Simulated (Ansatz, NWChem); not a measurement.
# How basis sets differ on GeO (SMILES [O]=[Ge])

The species is GeO (2 atoms), meant as a singlet with charge 0. SMILES: `[O]=[Ge]`. The coordinates come from a PBE0-D4/def2-TZVP relaxation.

```tsv
atom	x (Å)	y (Å)	z (Å)
O	0.0000	0.0000	-0.0230
Ge	0.0000	0.0000	1.5995
```

Quantity: the electronic atomisation energy, in eV. The values are calculated. Electronic energies at fixed atoms, without zero-point motion or spin-orbit coupling.

```csv
level,kind,program,value (eV)
MP2/STO-3G,perturbation theory,Ansatz,7.09
MP2/pc-0,perturbation theory,Ansatz,6.15
MP2/pc-1,perturbation theory,Ansatz,6.63
MP2/cc-pVTZ,perturbation theory,NWChem,7.33
MP2/pc-2,perturbation theory,Ansatz,7.37
MP2/pc-3,perturbation theory,Ansatz,7.58
MP2/pc-4,perturbation theory,Ansatz,7.67
```

All-electron rows without a relativistic Hamiltonian named are non-relativistic. Correlated wave functions underbind in double-zeta sets. The values span 6.15 to 7.67 eV. In the correlated wave-function rows the outer d shell of Ge is correlated, in sets not made for it.

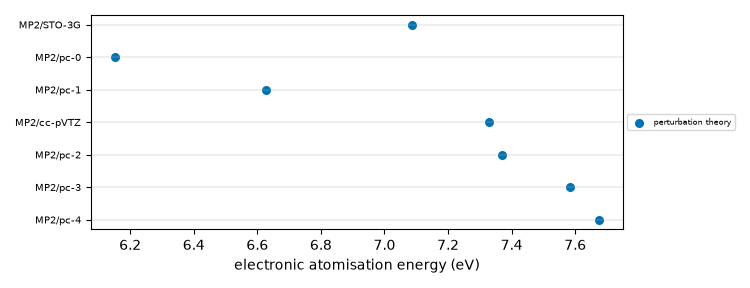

The values of the table, level by level.
